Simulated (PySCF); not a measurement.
C5H9N2Si (SMILES C[CH][SiH2]n1ccnc1) (doublet)

```xyz
17

C     1.9591    1.1346    0.2205
C     1.9105   -0.2783    0.6501
Si    0.5516   -1.4776    0.2920
N    -0.8132   -0.5571   -0.3247
C    -1.5584    0.3668    0.3635
C    -2.4859    0.8563   -0.5021
N    -2.3357    0.2583   -1.7188
C    -1.3442   -0.5667   -1.5767
H     2.1446    1.7915    1.0752
H     2.7945    1.2953   -0.4682
H     1.0399    1.4441   -0.2709
H     2.7833   -0.6228    1.1871
H     0.8345   -2.4359   -0.7832
H     0.0836   -2.1697    1.4982
H    -1.3606    0.5811    1.3937
H    -3.2488    1.5916   -0.3408
H    -0.9616   -1.1994   -2.3519
```

Geometry: GFN2-xTB.

Theory: UKS B3LYP, pcH-1 on C H N Si, non-relativistic, mean-field spin-orbit, GIAO (PySCF).

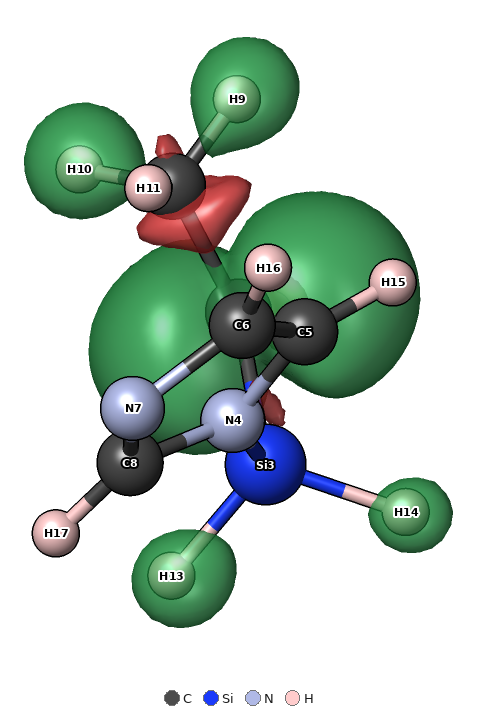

Figure 1. Isosurfaces of the spin density (α minus β) at +0.015 (green) and −0.015 e/Å³ (red), seen at an oblique angle.

> Describe the spin distribution.

The unpaired spin (1 electron) lies mostly on C2 (about 0.7), in electrons by Hirshfeld's partition.

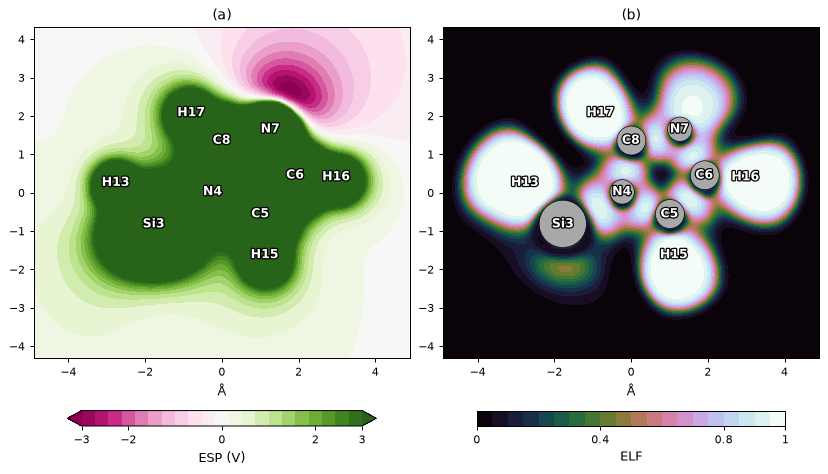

Figure 2. (a) molecular electrostatic potential; (b) electron localisation function on the plane of atoms C5, C6 and H16. Grey discs cover the atomic cores in the ELF map.

> Describe what can be read from this map.

The plane passes through Si, N, C and H nuclei. C–N (1.30 Å): the ELF peaks at about 0.90 between the atoms; localised, covalent bonding. C–C (1.36 Å): the ELF peaks at about 0.90 between the atoms; localised, covalent bonding. Si–N (1.76 Å): the ELF peaks at about 0.95 between the atoms: a shared but strongly polarised pair. C–H (1.07 Å): the ELF climbs to about 1 towards the hydrogen, as it does in any bond to H. C–N (1.36 Å): the ELF peaks at about 0.90 between the atoms (localised, covalent bonding). The ELF also peaks beside N7, away from the bonds: non-bonding electrons, paired or unpaired. Outside the dense part of the molecule the potential is most negative (−3.2 V) near N7.

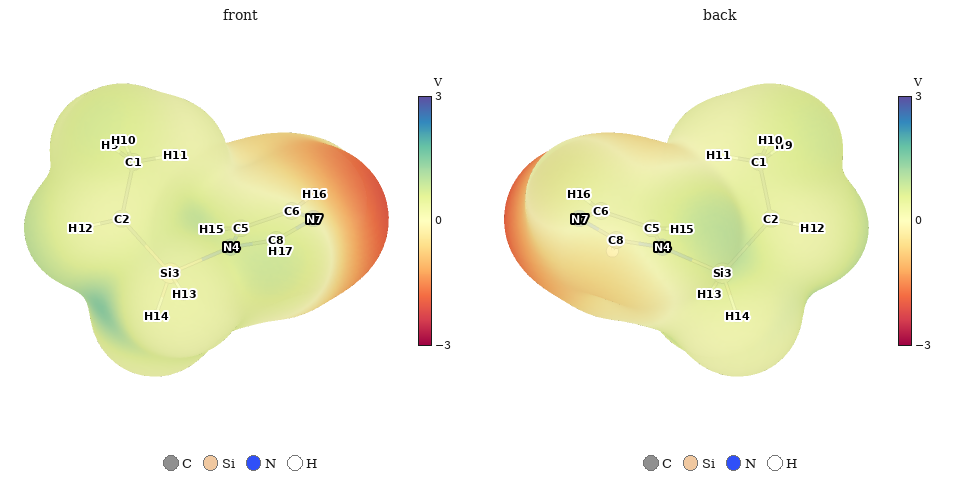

Figure 3. The molecular electrostatic potential painted on the density surface at 0.001 e/bohr³, seen from the front and from behind; the colour scale runs from red (negative) to blue (positive).

> Which sites attract a positive test charge, and which a negative one?

A positive charge is drawn to the negative regions and a negative charge to the positive ones. The most negative region (about −2.0 V) lies over N7, the most positive (about +1.3 V) over Si3. N7 is the likeliest acceptor of a hydrogen bond.
